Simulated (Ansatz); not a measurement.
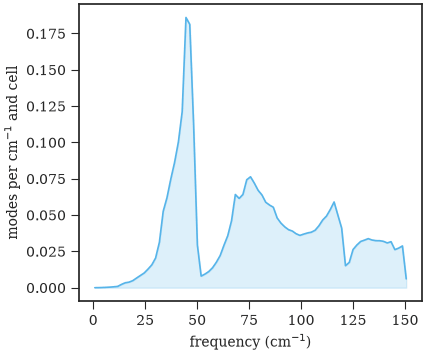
Phonon density of states of PbSe in the rock salt structure; finite displacements on a 6×6×6 mesh, Ansatz (a first-principles code), r2SCAN functional, plane-wave PAW, k mesh 6×6×6

Spin-orbit coupling is not included.

Question: Where is the tallest peak, and is there a gap in the spectrum?

Answer: The tallest peak lies near 45 cm⁻¹. No clear gap shows at this resolution.

The PAW data sets were generated under PBE and serve the other functionals too.
